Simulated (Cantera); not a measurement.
Feed: 1 mol Cr, 0.27 mol NH3, held at 10000 Pa.

Equilibrium computed with Cantera from the NASA thermochemical tables; the gas is ideal and each condensed phase is pure. Candidate condensed phases: Cr, CrN, Cr2N; 11 gas species. Equilibrium is a limit: real reactors are often held back by kinetics, nucleation or transport.

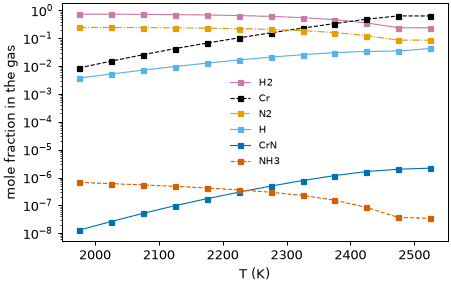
Figure. Equilibrium gas composition (values under 1e-9 drawn at 1e-9)

From 1975 K to 2125 K the condensed part is Cr(s). From 2175 K to 2425 K the condensed part is Cr(l). From 2475 K to 2525 K nothing is condensed. The main Cr-bearing gas is Cr throughout.
